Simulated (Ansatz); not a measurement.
Input file:

```
crystal:
  periodic: [false, false, false]
  atoms:
    - {symbol: Sn, position_ang: [-0.234130, 1.738698, 0.435825]}
    - {symbol: H, position_ang: [-1.801103, 2.365410, 0.138881]}
    - {symbol: H, position_ang: [-0.092882, 1.150904, 2.046725]}
    - {symbol: H, position_ang: [0.991171, 2.879533, 0.076010]}
    - {symbol: O, position_ang: [0.028382, 0.228829, -0.812609]}
    - {symbol: Sn, position_ang: [0.236240, -1.714706, -0.519719]}
    - {symbol: H, position_ang: [-1.176501, -2.304350, 0.260690]}
    - {symbol: H, position_ang: [1.623477, -1.971840, 0.460706]}
    - {symbol: H, position_ang: [0.425326, -2.372478, -2.086509]}
basis:
  gaussian: {orbitals: def2-TZVP, initial_orbitals: start.molden}
hamiltonian: {xc: pbe0, dispersion: d4}
scf: {omitted_lower_state_checks: [starts]}
output: {orbitals: {seedname: orbitals}}
```

Launched as:

```sh
ansatz run in.yaml --threads 4 --pin off --events-out ev --progress --plain --max-ram 3916MiB
```

Geometry: PBE0-D4/def2-SVP; core potentials replace the inner electrons of Sn.

Computed with Ansatz 0.2.0, RKS PBE0-D4/def2-TZVP.

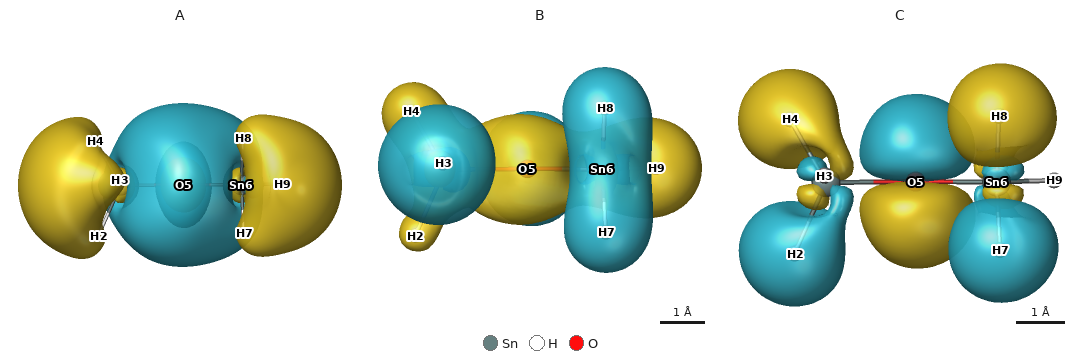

H₆OSn₂ ((H3Sn)2O). Three frontier orbitals at ±0.05 Å⁻³ᐟ² (yellow and cyan are the two phases), in no order.

Q: Order the three orbitals by energy and name them.

A: B is the HOMO−1 (−8.12 eV). By Hirshfeld shares it lies mainly on O5 (about 55 %), Sn1 (about 10 %), Sn6 (about 10 %) and H3 (about 10 %). C is the HOMO (−7.80 eV). By Hirshfeld shares it lies mainly on O5 (about 55 %), Sn6 (about 10 %), Sn1 (about 10 %) and H2 (about 5 %). A is the LUMO (−0.99 eV). Its weight (Hirshfeld) is mainly on Sn1 (about 35 %), Sn6 (about 35 %) and O5 (about 15 %).

Q: What is the HOMO–LUMO gap?

A: 6.81 eV between the orbital energies.
